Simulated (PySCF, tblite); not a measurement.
# C₇H₁₄FNSi: geometry, infrared bands and NMR shifts

Aim: predict the infrared bands and NMR shifts of C₇H₁₄FNSi (`C=C(F)[Si@@H]1CC[C@@H]1N(C)C`).

The runs use tblite 0.8.0 and PySCF 2.14.0, with density-fitted response routines of our own; the level of theory stands in each step. All values are computed, except where a source is named. Atoms count from 0, in the outputs and in this text.

**1. The molecule as given**

24 atoms, charge 0, multiplicity 1; geometry from: force field or distance geometry start.

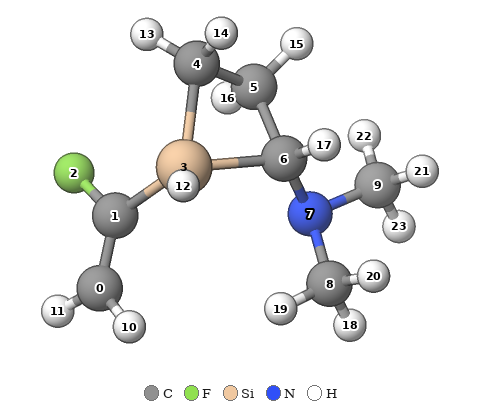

The starting geometry (carbon grey, fluorine green, silicon light orange, nitrogen blue, hydrogen white), atoms numbered.

**2. Relaxing the molecule with GFN2-xTB**

The job: settings as JSON, then the geometry in Å.

```
{"job": {"kind": "relax", "xc": "GFN2-xTB", "basis": "xTB"}, "charge": 0, "multiplicity": 1}
C      2.712700     1.278300    -0.913500
C      2.343200     0.098300    -0.417500
F      2.707500    -1.009300    -1.113400
Si     1.452200    -0.171200     1.148900
C      0.987800    -1.975300     1.535100
C     -0.312800    -1.752500     0.683100
C     -0.480500    -0.222700     1.061300
N     -1.172100     0.476800    -0.036800
C     -1.190100     1.914000     0.223900
C     -2.570300    -0.002900    -0.129900
H      2.473100     2.219200    -0.423000
H      3.235600     1.323100    -1.854400
H      1.964800     0.590100     2.334100
H      1.671600    -2.737700     1.137100
H      0.803500    -2.147200     2.593100
H     -1.144100    -2.389100     1.020000
H     -0.166200    -1.955700    -0.384700
H     -0.916300    -0.075200     2.061100
H     -1.716100     2.449800    -0.577600
H     -0.176100     2.330300     0.258500
H     -1.694100     2.166700     1.174300
H     -3.112700     0.127200     0.809600
H     -2.601200    -1.050600    -0.405000
H     -3.111000     0.535400    -0.919700
```

Launch:

```
> OMP_NUM_THREADS=1 python probes_run.py task.json out
```

The driver reads the jobs from task.json and runs them one after another.

**Question.** This job is followed by: GFN2-xTB harmonic vibrations, gas phase; GIAO PBE0/pcSseg-1 NMR shielding, non-relativistic, gas phase. What will the session give for the following? strongest single infrared mode (GFN2-xTB); zero-point energy (GFN2-xTB); ¹³C shifts against TMS (PBE0/pcSseg-1, means over atoms taken as alike); ¹H shifts against TMS (PBE0/pcSseg-1, means over atoms taken as alike); ¹⁹F shifts against CFCl3 (PBE0/pcSseg-1); ²⁹Si shifts against TMS (PBE0/pcSseg-1); ¹⁵N shifts against NH3 (PBE0/pcSseg-1).

As calculated:

| quantity | value |
| --- | --- |
| strongest single infrared mode (GFN2-xTB) | 2242 cm⁻¹, 355 km/mol |
| zero-point energy (GFN2-xTB) | 122.2 kcal/mol |
| ¹³C shifts against TMS (PBE0/pcSseg-1, means over atoms taken as alike) | 182.3, 116.3, 64.3, 46.3, 30.9, 5.7 ppm |
| ¹H shifts against TMS (PBE0/pcSseg-1, means over atoms taken as alike) | 5.81, 5.22, 5.03, 2.47, 2.32, 2.28, 2.10, 1.51, 1.31 ppm |
| ¹⁹F shifts against CFCl3 (PBE0/pcSseg-1) | -91.1 ppm |
| ²⁹Si shifts against TMS (PBE0/pcSseg-1) | -16.0 ppm |
| ¹⁵N shifts against NH3 (PBE0/pcSseg-1) | 53.4 ppm |

**Reading.** Over 145 steps the energy fell by 0.457 eV; of the close pairs, C1–Si3 changed most, 1.822 to 1.895 Å. No mode is imaginary among the 66: a minimum at this level. The strongest single mode, at 2242 cm⁻¹, moves mainly H12. Unscaled tight-binding wavenumbers are off by several per cent, some by more. Its intensities can rank the bands wrongly. At PBE0/pcSseg-1: The widest tensor belongs to F2: span 265 ppm, with a paramagnetic part of -215 ppm.
